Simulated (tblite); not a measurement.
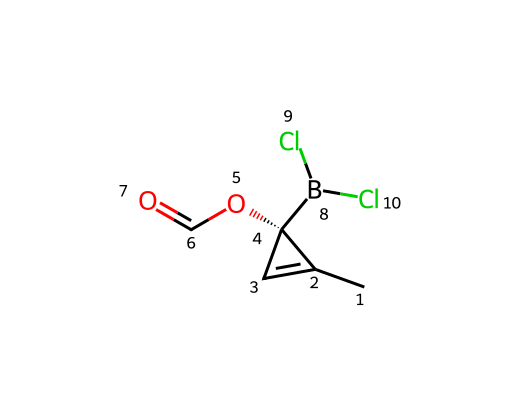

A structural formula, with wedges where it has stereocentres; small numbers name the atoms. The configuration is that of a computed structure (GFN2-xTB).

Give the R/S and E/Z labels.

C4: S.

Give a SMILES with the stereochemistry.

CC1=C[C@@]1(OC=O)B(Cl)Cl
